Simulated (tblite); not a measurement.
Run report: C₄H₁₄BN₃Si, geometry relaxation (part 2 of 3)

C₄H₁₄BN₃Si; GFN2-xTB geometry optimisation, gas phase (tblite 0.8.0). It belongs to a series of runs on one base structure; here: H on B replaced by N-pyrrolidinyl.

Geometry of the input (Å):
```
N  3.7441  1.1751  0.1229
Si 3.3295  -0.5258  -0.1595
N  1.7392  -0.9997  0.4630
B  0.6017  -0.1486  -0.0874
N  -0.7072  -0.1534  0.7208
C  -1.3797  1.1396  0.6370
C  -2.4091  0.9743  -0.4718
C  -2.9356  -0.3987  -0.0834
C  -1.6341  -1.1364  0.1670
H  4.5232  1.2021  0.8089
H  2.9288  1.7667  0.3907
H  4.3050  -1.3471  0.6152
H  3.5368  -0.8561  -1.5502
H  1.5766  -2.0146  0.2509
H  0.4771  -0.0583  -1.2581
H  -0.6788  1.9693  0.4312
H  -1.9779  1.3533  1.5621
H  -1.9236  0.8793  -1.4658
H  -3.1803  1.7579  -0.4204
H  -3.4727  -0.2834  0.8795
H  -3.5544  -0.8462  -0.8773
H  -1.7301  -1.9288  0.9181
H  -1.1833  -1.4938  -0.7646
```

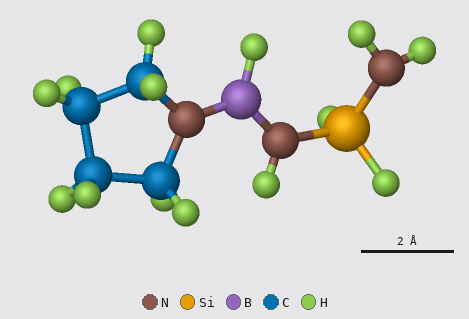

*The geometry at step 101 of the log (ball-and-stick view, seen at a tilt).*

### Trajectory as extended XYZ, continued
```
23
Properties=species:S:1:pos:R:3:forces:R:3 step=50 energy=-749.58387
N     3.8636    0.7526    0.5173   -0.0590  -0.1290  -0.0770
Si    3.3794   -0.7581   -0.1583    0.1030  -0.1380   0.0070
N     1.6551   -0.8978   -0.0348    0.0180  -0.0390   0.0770
B     0.7391    0.1797    0.0505    0.0130   0.0510   0.0620
N    -0.6492    0.0887    0.1625    0.0160   0.0370  -0.0100
C    -1.4880    1.2607    0.2903    0.0530   0.0240   0.1470
C    -2.7773    0.8883   -0.4330    0.0880   0.1250  -0.0310
C    -2.9234   -0.6049   -0.1241   -0.0770   0.0770  -0.0220
C    -1.5068   -1.0728    0.2715   -0.0010  -0.0010  -0.0240
H     4.7750    1.1042    0.2823    0.0810   0.0430   0.0090
H     3.1901    1.5008    0.5077    0.0140  -0.0090  -0.0140
H     3.9846   -1.7836    0.7037   -0.0270  -0.0250  -0.0240
H     3.8133   -0.9753   -1.5653   -0.1230   0.0700   0.1410
H     1.3064   -1.8464    0.0232   -0.0120   0.2390  -0.0660
H     1.1704    1.2734    0.0578    0.0160  -0.0030  -0.1290
H    -0.9843    2.1371   -0.1168   -0.0820  -0.0270  -0.0610
H    -1.7006    1.4560    1.3470   -0.0460   0.0300   0.1890
H    -2.6380    1.0619   -1.4974   -0.0580  -0.0990  -0.1370
H    -3.6239    1.4859   -0.0974   -0.0080  -0.0800   0.0150
H    -3.6179   -0.7583    0.6994   -0.0170   0.0030   0.0740
H    -3.3113   -1.1449   -0.9834    0.0340  -0.0870  -0.0660
H    -1.5135   -1.4487    1.3055    0.0270  -0.0240  -0.0390
H    -1.1476   -1.8715   -0.3792    0.0460  -0.0360  -0.0190
23
Properties=species:S:1:pos:R:3:forces:R:3 step=61 energy=-749.62894
N     3.9259    0.6894    0.4949   -0.0110  -0.0330   0.0920
Si    3.3675   -0.8046   -0.1405   -0.0620  -0.0320  -0.0360
N     1.6388   -0.8121   -0.0154   -0.0170   0.0830  -0.0640
B     0.7413    0.2789    0.0931   -0.0040   0.0120   0.0020
N    -0.6472    0.1520    0.2102    0.0070   0.0190  -0.0560
C    -1.5306    1.2957    0.2954    0.0330  -0.0190   0.0420
C    -2.8011    0.8553   -0.4295    0.0480   0.0350  -0.0370
C    -2.8890   -0.6421   -0.1232    0.0190   0.0220   0.0250
C    -1.4567   -1.0512    0.2794    0.0590   0.0670  -0.0340
H     4.8398    1.0391    0.2702    0.0660  -0.0320  -0.0310
H     3.2618    1.4412    0.5389   -0.0390   0.0720   0.0010
H     3.8826   -1.8791    0.7188    0.0120  -0.0110  -0.0250
H     3.7629   -1.0141   -1.5493   -0.0200  -0.0360   0.0110
H     1.2177   -1.7226   -0.1050    0.0070  -0.0470   0.0900
H     1.1690    1.3739    0.0841    0.0070  -0.0170  -0.0100
H    -1.0616    2.1654   -0.1650   -0.0480   0.0110   0.0330
H    -1.7482    1.5366    1.3456   -0.0520  -0.0180   0.0340
H    -2.6769    1.0122   -1.4993   -0.0170   0.0230  -0.0700
H    -3.6745    1.4102   -0.0921   -0.0230  -0.0350  -0.0270
H    -3.5777   -0.8182    0.7013   -0.0290  -0.0510   0.0090
H    -3.2332   -1.2079   -0.9883   -0.0330   0.0130   0.0480
H    -1.4601   -1.4589    1.3007    0.0740  -0.0200  -0.0520
H    -1.0552   -1.8118   -0.3963    0.0220  -0.0060   0.0540
23
Properties=species:S:1:pos:R:3:forces:R:3 step=71 energy=-749.66287
N     3.9491    0.6163    0.5400    0.0680   0.0110  -0.0660
Si    3.3243   -0.8334   -0.1452   -0.0210   0.0420   0.0260
N     1.6031   -0.7425   -0.0142    0.0050   0.0200   0.0210
B     0.7354    0.3756    0.0646    0.0260  -0.0290  -0.0040
N    -0.6463    0.2338    0.2125    0.0390  -0.0110  -0.0440
C    -1.5906    1.3213    0.3218    0.0100  -0.0010   0.0030
C    -2.8129    0.8283   -0.4502    0.0070  -0.0060  -0.0020
C    -2.8434   -0.6661   -0.1138   -0.0120   0.0100   0.0100
C    -1.3861   -1.0134    0.2528    0.0140   0.0000   0.0140
H     4.8777    0.9011    0.2742    0.0020   0.0290   0.0530
H     3.3290    1.4094    0.5361    0.0230   0.0290   0.0040
H     3.8230   -1.9252    0.6991   -0.0360  -0.0460  -0.0280
H     3.6929   -1.0530   -1.5583   -0.0040  -0.0130  -0.0060
H     1.1492   -1.6398    0.0082   -0.0110  -0.0850   0.0230
H     1.1768    1.4585   -0.0017    0.0110   0.0660   0.0080
H    -1.1632    2.2389   -0.0788   -0.0160   0.0210  -0.0310
H    -1.8582    1.4977    1.3738   -0.0110  -0.0230   0.0370
H    -2.6575    0.9714   -1.5202    0.0020   0.0170   0.0170
H    -3.7237    1.3436   -0.1518   -0.0170  -0.0080  -0.0390
H    -3.5034   -0.8504    0.7333    0.0030  -0.0090   0.0210
H    -3.1999   -1.2579   -0.9555    0.0050  -0.0170   0.0250
H    -1.3285   -1.4606    1.2554   -0.0540  -0.0060  -0.0170
H    -0.9514   -1.7267   -0.4532   -0.0310   0.0080  -0.0250
23
Properties=species:S:1:pos:R:3:forces:R:3 step=81 energy=-749.67047
N     3.9617    0.6192    0.5197    0.0470  -0.0090  -0.0020
Si    3.3181   -0.8286   -0.1507    0.0010   0.0290   0.0360
N     1.5992   -0.7353    0.0101    0.0190   0.0020   0.0040
B     0.7355    0.3871    0.0562    0.0110  -0.0120  -0.0020
N    -0.6466    0.2443    0.2025    0.0090  -0.0160   0.0040
C    -1.6014    1.3208    0.3291   -0.0110  -0.0050   0.0030
C    -2.8131    0.8242   -0.4570   -0.0080  -0.0160  -0.0020
C    -2.8428   -0.6664   -0.1078   -0.0040   0.0060   0.0020
C    -1.3800   -1.0076    0.2390    0.0100  -0.0190   0.0030
H     4.9080    0.8918    0.3092   -0.0380  -0.0220   0.0080
H     3.3572    1.4241    0.5315    0.0230  -0.0060  -0.0120
H     3.7903   -1.9486    0.6743    0.0030   0.0050  -0.0070
H     3.6749   -1.0573   -1.5650   -0.0060   0.0100  -0.0230
H     1.1485   -1.6340    0.0754    0.0070  -0.0020   0.0060
H     1.1815    1.4685   -0.0339   -0.0190   0.0230   0.0180
H    -1.1888    2.2533   -0.0532    0.0070  -0.0010  -0.0090
H    -1.8753    1.4653    1.3846   -0.0080   0.0210   0.0220
H    -2.6324    0.9625   -1.5234   -0.0270  -0.0070  -0.0040
H    -3.7336    1.3353   -0.1821    0.0020   0.0150  -0.0210
H    -3.4868   -0.8429    0.7539    0.0000   0.0160   0.0030
H    -3.2118   -1.2710   -0.9347   -0.0050   0.0020   0.0090
H    -1.3168   -1.4706    1.2337   -0.0030   0.0080  -0.0030
H    -0.9504   -1.7070   -0.4825   -0.0080  -0.0210  -0.0310
23
Properties=species:S:1:pos:R:3:forces:R:3 step=91 energy=-749.67549
N     4.0112    0.6009    0.5292    0.0240   0.0020  -0.0100
Si    3.3213   -0.8207   -0.1524   -0.0100   0.0200   0.0680
N     1.6069   -0.7066    0.0418   -0.0050  -0.0330  -0.0070
B     0.7292    0.4057    0.0770   -0.0120  -0.0010   0.0390
N    -0.6556    0.2503    0.1956   -0.0030  -0.0130   0.0120
C    -1.6208    1.3195    0.3155   -0.0140   0.0080  -0.0030
C    -2.8271    0.8119   -0.4713   -0.0090  -0.0200  -0.0020
C    -2.8521   -0.6702   -0.0946    0.0010  -0.0090   0.0050
C    -1.3816   -1.0072    0.2194    0.0260  -0.0290   0.0100
H     4.9710    0.8322    0.3272   -0.0690  -0.0090   0.0140
H     3.4373    1.4283    0.5150    0.0420   0.0050   0.0050
H     3.7792   -1.9639    0.6524    0.0060   0.0390  -0.0490
H     3.6476   -1.0214   -1.5784   -0.0020  -0.0170  -0.0180
H     1.1617   -1.6078    0.1132   -0.0300   0.0010  -0.0050
H     1.1590    1.4947    0.0156    0.0310   0.0300  -0.0140
H    -1.2152    2.2553   -0.0636    0.0250   0.0210  -0.0380
H    -1.9036    1.4654    1.3688    0.0070   0.0070   0.0230
H    -2.6481    0.9283   -1.5405    0.0120   0.0170   0.0010
H    -3.7497    1.3251   -0.2085   -0.0040   0.0200  -0.0100
H    -3.4728   -0.8237    0.7883    0.0000  -0.0030   0.0010
H    -3.2427   -1.2905   -0.8990   -0.0230  -0.0090   0.0100
H    -1.2969   -1.4888    1.2030   -0.0030  -0.0080   0.0000
H    -0.9631   -1.6898   -0.5247    0.0110  -0.0190  -0.0310
23
Properties=species:S:1:pos:R:3:forces:R:3 step=101 energy=-749.68052
N     4.0461    0.5951    0.5400   -0.0130   0.0150  -0.0020
Si    3.3108   -0.7998   -0.1506    0.0150  -0.0080   0.0220
N     1.6001   -0.6954    0.0774    0.0100  -0.0180  -0.0030
B     0.7184    0.4142    0.1119   -0.0110   0.0100   0.0060
N    -0.6670    0.2476    0.2123   -0.0070  -0.0020  -0.0030
C    -1.6346    1.3186    0.3044   -0.0020   0.0090  -0.0030
C    -2.8333    0.7987   -0.4852   -0.0040   0.0010   0.0000
C    -2.8636   -0.6739   -0.0776    0.0130  -0.0090   0.0170
C    -1.3867   -1.0159    0.1986    0.0210  -0.0100  -0.0070
H     5.0215    0.7668    0.3560   -0.0390   0.0010   0.0120
H     3.5287    1.4586    0.5065    0.0030  -0.0240  -0.0010
H     3.8010   -1.9555    0.6128   -0.0160   0.0150  -0.0140
H     3.6055   -0.9817   -1.5877   -0.0150  -0.0010  -0.0160
H     1.1534   -1.5967    0.1447    0.0120   0.0130   0.0020
H     1.1455    1.5061    0.0493    0.0140  -0.0150   0.0140
H    -1.2233    2.2449   -0.0938    0.0100   0.0170  -0.0060
H    -1.9243    1.4874    1.3530    0.0050   0.0060  -0.0030
H    -2.6397    0.8973   -1.5537    0.0040  -0.0130  -0.0060
H    -3.7566    1.3211   -0.2443   -0.0130   0.0080  -0.0020
H    -3.4557   -0.7963    0.8298    0.0060   0.0000   0.0100
H    -3.2920   -1.3110   -0.8499    0.0140   0.0050   0.0050
H    -1.2822   -1.5397    1.1582    0.0000   0.0020  -0.0060
H    -0.9768   -1.6637   -0.5830   -0.0080  -0.0030  -0.0140
23
Properties=species:S:1:pos:R:3:forces:R:3 step=111 energy=-749.68309
N     4.0425    0.5899    0.5507   -0.0150   0.0440  -0.0090
Si    3.3019   -0.7947   -0.1535    0.0310  -0.0200  -0.0090
N     1.5958   -0.6970    0.0971   -0.0070  -0.0250   0.0060
B     0.7206    0.4165    0.1402   -0.0190   0.0240  -0.0130
N    -0.6668    0.2544    0.2158   -0.0050  -0.0010   0.0000
C    -1.6365    1.3262    0.2894    0.0030   0.0070   0.0080
C    -2.8347    0.7903   -0.4905    0.0000   0.0050  -0.0100
C    -2.8609   -0.6739   -0.0586    0.0130  -0.0350   0.0130
C    -1.3803   -1.0129    0.1834    0.0340  -0.0250  -0.0040
H     5.0243    0.7472    0.3882   -0.0420   0.0020   0.0070
H     3.5378    1.4609    0.5002    0.0210  -0.0430   0.0060
H     3.8045   -1.9565    0.5883    0.0030  -0.0090  -0.0050
H     3.5591   -0.9594   -1.6009    0.0180   0.0050  -0.0010
H     1.1509   -1.6003    0.1467   -0.0060   0.0280   0.0090
H     1.1612    1.5042    0.0957   -0.0190  -0.0150   0.0150
H    -1.2258    2.2461   -0.1254    0.0040   0.0040  -0.0120
H    -1.9248    1.5164    1.3350   -0.0010  -0.0060  -0.0100
H    -2.6393    0.8648   -1.5605    0.0080   0.0060  -0.0160
H    -3.7609    1.3135   -0.2647   -0.0120   0.0240   0.0190
H    -3.4297   -0.7852    0.8650   -0.0070   0.0210   0.0010
H    -3.3022   -1.3227   -0.8129   -0.0310  -0.0020   0.0060
H    -1.2545   -1.5622    1.1255    0.0110   0.0010  -0.0040
H    -0.9869   -1.6386   -0.6255    0.0190   0.0080   0.0020
23
Properties=species:S:1:pos:R:3:forces:R:3 step=121 energy=-749.68541
N     4.0228    0.5879    0.5593    0.0080   0.0250  -0.0020
Si    3.2979   -0.7977   -0.1584    0.0060   0.0150  -0.0190
N     1.5948   -0.7038    0.1156   -0.0070   0.0010  -0.0040
B     0.7234    0.4134    0.1620    0.0000   0.0110  -0.0050
N    -0.6643    0.2533    0.2149    0.0060   0.0000   0.0070
C    -1.6306    1.3293    0.2715    0.0070   0.0010   0.0030
C    -2.8319    0.7850   -0.4965   -0.0010  -0.0020  -0.0080
C    -2.8578   -0.6726   -0.0409    0.0010  -0.0150   0.0060
C    -1.3733   -1.0158    0.1662    0.0070  -0.0070   0.0050
H     5.0070    0.7514    0.4219   -0.0220  -0.0100  -0.0060
H     3.5160    1.4562    0.4957    0.0050  -0.0250   0.0160
H     3.8164   -1.9670    0.5576    0.0050  -0.0120   0.0080
H     3.5416   -0.9360   -1.6121    0.0140  -0.0010   0.0160
H     1.1428   -1.6036    0.1569    0.0110   0.0080   0.0000
H     1.1621    1.5018    0.1426    0.0040  -0.0090  -0.0050
H    -1.2167    2.2390   -0.1628   -0.0010   0.0070   0.0010
H    -1.9164    1.5406    1.3132    0.0030  -0.0010  -0.0010
H    -2.6392    0.8446   -1.5680   -0.0060  -0.0050  -0.0140
H    -3.7544    1.3164   -0.2724   -0.0110   0.0010   0.0030
H    -3.4017   -0.7573    0.9007    0.0100   0.0020   0.0060
H    -3.3283   -1.3320   -0.7681   -0.0120   0.0050   0.0010
H    -1.2262   -1.5852    1.0931   -0.0070  -0.0010  -0.0060
H    -0.9887   -1.6212   -0.6633   -0.0210   0.0140  -0.0010
23
Properties=species:S:1:pos:R:3:forces:R:3 step=131 energy=-749.68686
N     4.0189    0.5811    0.5767    0.0350   0.0280  -0.0090
Si    3.3007   -0.7990   -0.1584   -0.0050   0.0450  -0.0230
N     1.5972   -0.7025    0.1147   -0.0080   0.0040  -0.0030
B     0.7242    0.4143    0.1712    0.0160  -0.0080  -0.0090
N    -0.6643    0.2549    0.2202    0.0150  -0.0030  -0.0120
C    -1.6306    1.3331    0.2568    0.0100   0.0000  -0.0060
C    -2.8342    0.7782   -0.5000   -0.0180  -0.0010   0.0000
C    -2.8579   -0.6703   -0.0189   -0.0160  -0.0090   0.0040
C    -1.3713   -1.0151    0.1514   -0.0050  -0.0030  -0.0050
H     4.9988    0.7587    0.4270   -0.0090  -0.0210   0.0010
H     3.5041    1.4455    0.5295   -0.0150  -0.0200   0.0170
H     3.8174   -1.9788    0.5394    0.0050  -0.0220   0.0340
H     3.5596   -0.9258   -1.6106   -0.0090   0.0100   0.0110
H     1.1474   -1.6033    0.1495   -0.0150  -0.0010  -0.0050
H     1.1656    1.5019    0.1615   -0.0070  -0.0060  -0.0060
H    -1.2157    2.2340   -0.1942    0.0020   0.0160  -0.0010
H    -1.9162    1.5646    1.2941    0.0060  -0.0030   0.0050
H    -2.6501    0.8206   -1.5743    0.0140  -0.0110   0.0030
H    -3.7566    1.3109   -0.2803   -0.0170   0.0230   0.0120
H    -3.3729   -0.7347    0.9401    0.0010   0.0160   0.0170
H    -3.3562   -1.3388   -0.7182    0.0030  -0.0100  -0.0130
H    -1.2067   -1.6104    1.0583    0.0160  -0.0030  -0.0180
H    -1.0060   -1.5922   -0.7064    0.0040  -0.0200   0.0070
23
Properties=species:S:1:pos:R:3:forces:R:3 step=141 energy=-749.68993
N     4.0120    0.5803    0.6045    0.0090   0.0110   0.0000
Si    3.3125   -0.7998   -0.1482   -0.0120   0.0350  -0.0230
N     1.6017   -0.7133    0.0845    0.0040   0.0100   0.0070
B     0.7288    0.4027    0.1464    0.0240  -0.0120   0.0110
N    -0.6599    0.2474    0.1931    0.0180  -0.0170  -0.0050
C    -1.6175    1.3347    0.2334    0.0120  -0.0160  -0.0070
C    -2.8391    0.7777   -0.4918   -0.0080  -0.0140   0.0010
C    -2.8641   -0.6622    0.0166   -0.0100   0.0020   0.0030
C    -1.3745   -1.0199    0.1276   -0.0220   0.0060  -0.0140
H     4.9711    0.8153    0.4067   -0.0300  -0.0130   0.0100
H     3.4478    1.4138    0.6349    0.0160  -0.0020   0.0060
H     3.8093   -1.9843    0.5568    0.0110  -0.0300   0.0280
H     3.6070   -0.9131   -1.5929   -0.0050   0.0030  -0.0060
H     1.1524   -1.6147    0.1012   -0.0110  -0.0060  -0.0050
H     1.1727    1.4893    0.1511   -0.0110   0.0040  -0.0150
H    -1.2058    2.2279   -0.2367    0.0040  -0.0050  -0.0140
H    -1.8787    1.5840    1.2726   -0.0080  -0.0110   0.0120
H    -2.6677    0.7928   -1.5692   -0.0090   0.0090   0.0090
H    -3.7514    1.3279   -0.2693   -0.0020  -0.0160   0.0060
H    -3.3395   -0.7003    0.9978    0.0200   0.0070   0.0060
H    -3.3997   -1.3375   -0.6490    0.0150   0.0080   0.0040
H    -1.1750   -1.6371    1.0131   -0.0100   0.0380  -0.0120
H    -1.0472   -1.5849   -0.7544    0.0050   0.0100   0.0010
```
